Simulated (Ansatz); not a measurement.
The starting structures come from a database of crystals and need not be the phases stable at ambient conditions.

 Where the default PAW files enter, the runs use the earlier of Ansatz's two default sets.

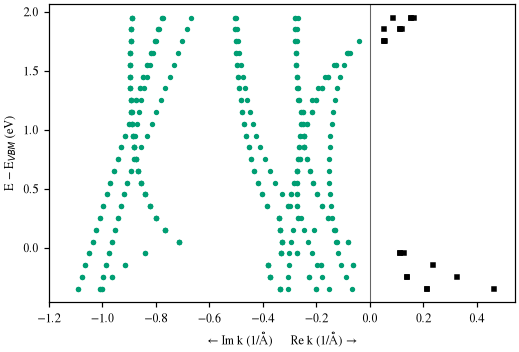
Complex bands at the centre of the two-dimensional zone; Ansatz (an electronic-structure program) with PBEsol

The gap is the functional's own, uncorrected, and κ follows it; spin-orbit coupling is left out. Mid-gap values are interpolated between the computed energies.

Question: This is Mg(InS2)2 (Fd-3m, spinel, not sure to be the ambient phase, 14 atoms a cell, 22.5 Å³ an atom) along the normal of (111). Read off the slowest decay at the centre of the two-dimensional zone at 0.85 eV, the computed energy nearest the middle of the gap.

Answer: κ ≈ 0.15 1/Å, a decay length 1/(2κ) of the density of 3.4 Å.
